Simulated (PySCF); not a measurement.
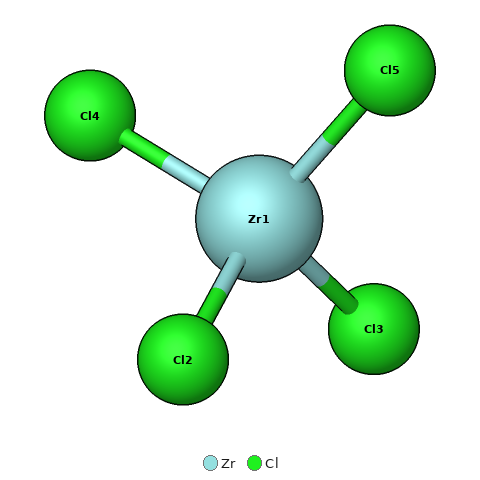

Geometry used (ZrCl₄, singlet).

Unscaled harmonic wavenumbers and double-harmonic intensities, PBE0/def2-TZVP (ECP) with PySCF, isolated molecule. The structure is the lowest point that the starts tried gave, with the shape that electron-pair counting expects. Degenerate modes count as one line, with their intensities summed. Lorentzian lines of 4 cm⁻¹ full width. Close modes add up in the curve.

Predict the infrared spectrum.

The most intense lines (point group Td) lie at 433.8 cm⁻¹ (363.6 km/mol, t2) and 109.2 cm⁻¹ (8.7 km/mol, t2). It has no imaginary mode, so it is a minimum.

| cm⁻¹ | km/mol | symmetry |
| --- | --- | --- |
| 99.2 | 0.0 | e (×2) |
| 109.2 | 8.7 | t2 (×3) |
| 384.0 | 0.0 | a1 |
| 433.8 | 363.6 | t2 (×3) |

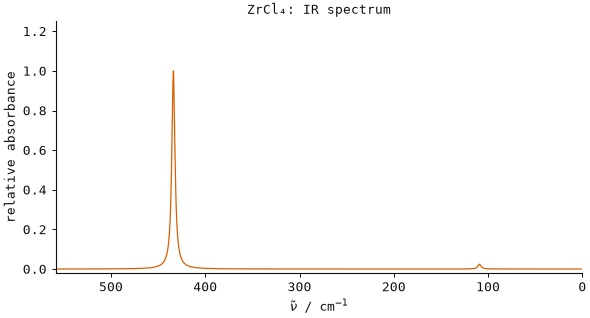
